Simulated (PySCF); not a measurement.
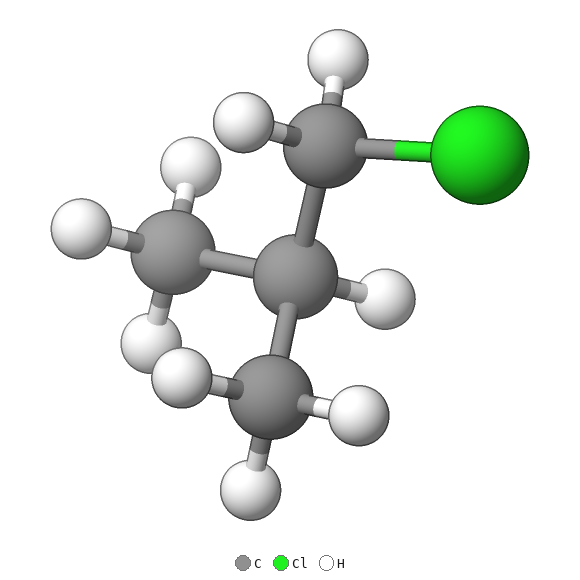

The picture shows a molecular structure as a ball-and-stick model. Every bond is drawn as one stick, whatever its order.

**Which formula does it have?**

C₄H₉Cl, 14 atoms: 4 carbon, 9 hydrogen and 1 chlorine.

**Name some functional groups or characteristic bonds that it holds.**

Among them: C–Cl bond.

More results for the same structure follow; atom numbers are the same in all pictures, views and colours differ. Computed geometry: PBE0-D3(BJ)/def2-TZVP optimisation. No frequency run is at hand to confirm it as a minimum.

**Geometry**

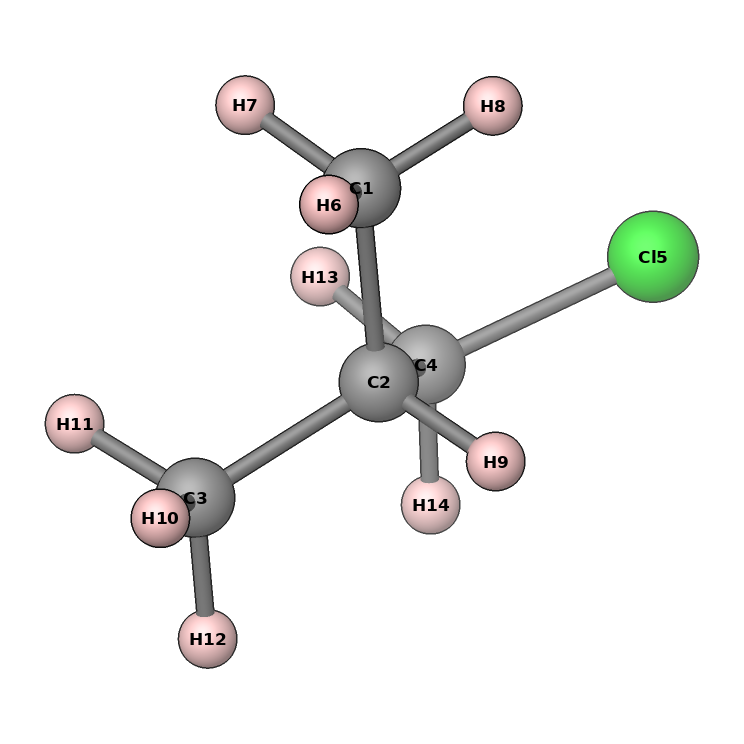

C4 lies behind C2. The molecule seen a little off the C2–C4 bond, C2 in front. Atoms fade into the background with distance from the viewer. No frequency run is at hand to confirm it as a minimum.

**What is the torsion angle C1–C2–C4–Cl5? The sign is positive where the front bond must turn clockwise to cover the back bond.**

64°, synclinal (gauche). The bonds about C2–C4 are staggered.

**Quadrupole coupling**

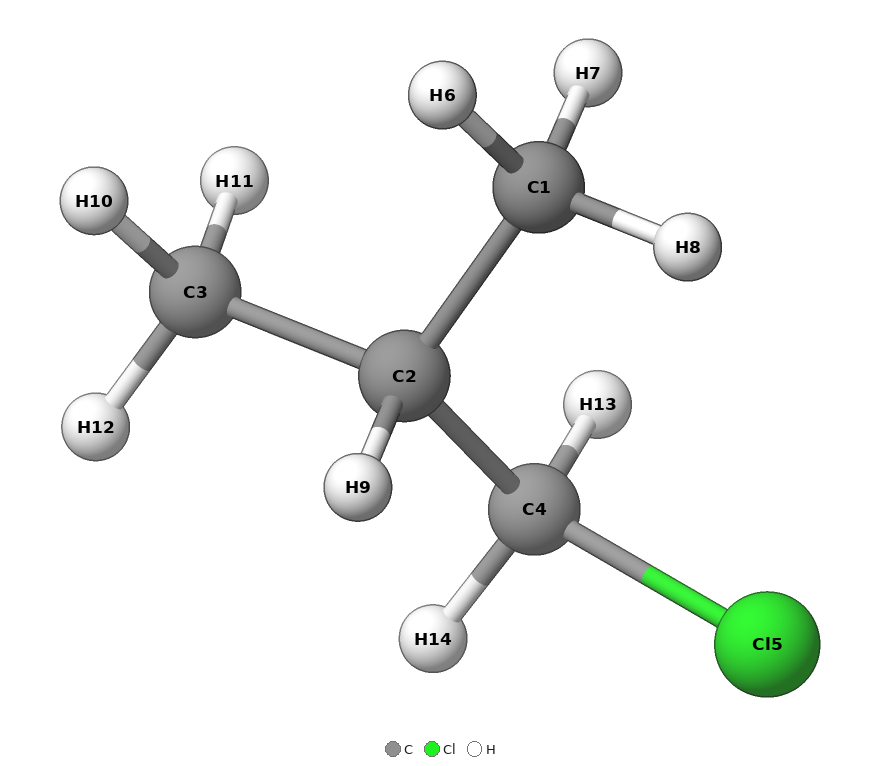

No frequency run is at hand to confirm it as a minimum. Electric field gradients from the ground-state density, PBE0/pcSseg-2 (PySCF 2.14.0), non-relativistic apart from any core potentials.

Give the largest field-gradient component, the quadrupole coupling constant and the asymmetry for 35Cl at Cl5 (Q = −81.7 mb).

```csv
atom,V_zz (a.u.),e²qQ/h (MHz),η
Cl5,3.725,−71.5,0.02
```

**Electronic properties**

No frequency run is at hand to confirm it as a minimum. Properties computed with KT3/pcSseg-2, gas phase (PySCF 2.14.0).

Predict the main results.

- dipole moment: 2.07 D
- HOMO energy (Kohn–Sham orbital): −7.03 eV
- LUMO energy (Kohn–Sham orbital): −0.58 eV
- HOMO–LUMO gap: 6.45 eV

**NMR shielding**

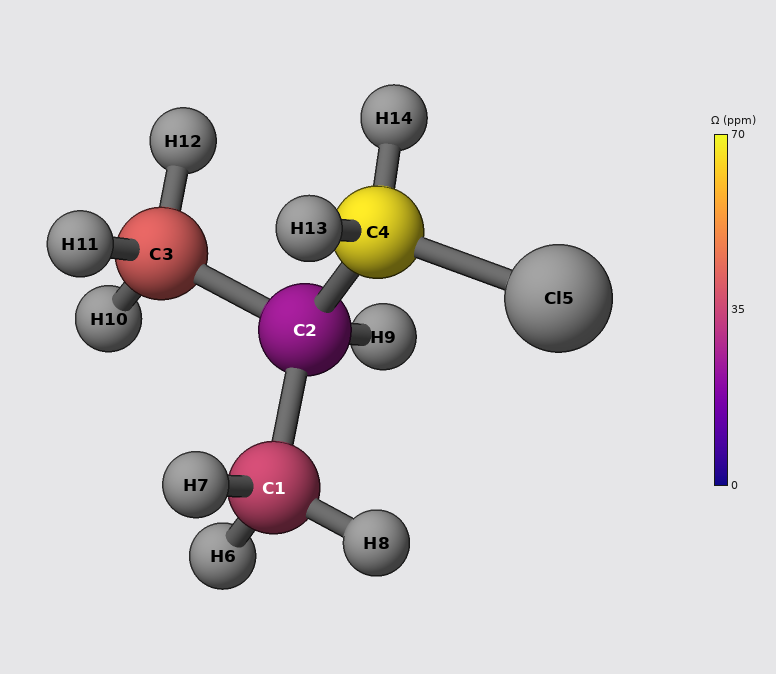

The C atoms are coloured by the span of their shielding tensor. No frequency run is at hand to confirm it as a minimum. Properties computed with GIAO ωB97X-D/pcSseg-2 NMR shielding, non-relativistic, IEF-PCM chloroform (PySCF 2.14.0). Principal shieldings σ11 ≤ σ22 ≤ σ33, span Ω = σ33 − σ11, skew κ = 3(σiso − σ22)/Ω.

**Which C atom has the most anisotropic shielding?**

C4, with a span of 67 ppm.

Give the shielding tensors of the C atoms.

| atom | σ11 | σ22 | σ33 | σiso | Ω | κ |
| --- | --- | --- | --- | --- | --- | --- |
| C1 | 150.1 | 158.6 | 186.4 | 165.0 | 36.3 | 0.53 |
| C2 | 138.1 | 148.5 | 162.9 | 149.8 | 24.9 | 0.16 |
| C3 | 146.8 | 155.2 | 188.9 | 163.6 | 42.1 | 0.60 |
| C4 | 92.2 | 131.9 | 158.8 | 127.6 | 66.6 | −0.19 |

Shieldings and span in ppm.
